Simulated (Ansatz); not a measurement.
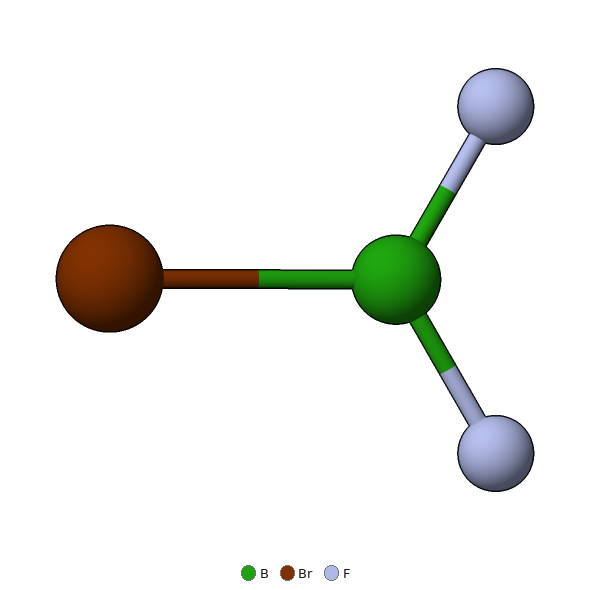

Rendered structure (ball-and-stick style). Every bond is drawn as one stick, whatever its order.

Describe the molecule.

The molecule is BBrF2. The point group is C2v. All atoms lie on one plane. Coordination: 1 B trigonal planar.

More results for the same structure follow; atom numbers are the same in all pictures, views and colours differ. The geometry was computed by an optimisation with PBE0-D4/def2-TZVP.

Vibrations

Harmonic vibrations computed with RKS PBE0-D4/def2-TZVP (Ansatz 0.2.0) at a stationary point of the same level.

How many vibrational modes are there, and where do they lie?

6 modes: 295, 352, 571, 635, 1229, 1458 cm⁻¹.

Thermal motion

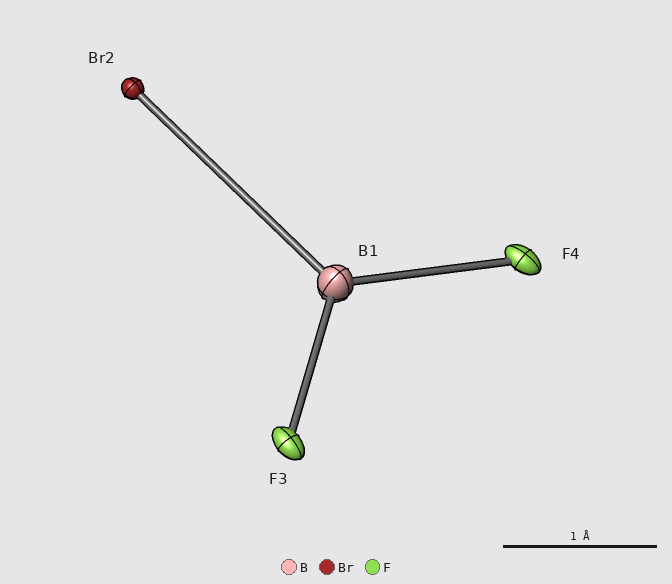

Displacement ellipsoids at the 50 % level, enlarged 2 times, from the internal vibrations of the free molecule (harmonic, no overall translation or rotation; no half-axis is drawn under 0.075 Å). Vibrations computed with RKS PBE0-D4/def2-TZVP (Ansatz 0.2.0). Temperature: 0 K (zero-point motion alone).

Which atom has the largest mean-square displacement?

B1, with U_eq = 0.0018 Å².

Give the displacement parameters, one line for each set of equivalent atoms.

```csv
atom,U_eq (Å²),rms amplitudes (Å)
B1,0.0018,"0.038, 0.039, 0.048"
Br2,0.00009,"0.002, 0.008, 0.014"
"F3, F4",0.00094,"0.010, 0.028, 0.044"
```

Electronic properties

Method: CCSD(T)/CBS estimate, frozen core: MP2 correlation extrapolated from def2-TZVPP and def2-QZVPP, CCSD(T) minus MP2 from the smaller set (Ansatz 0.2.0).

What is the T1 diagnostic?

0.011.
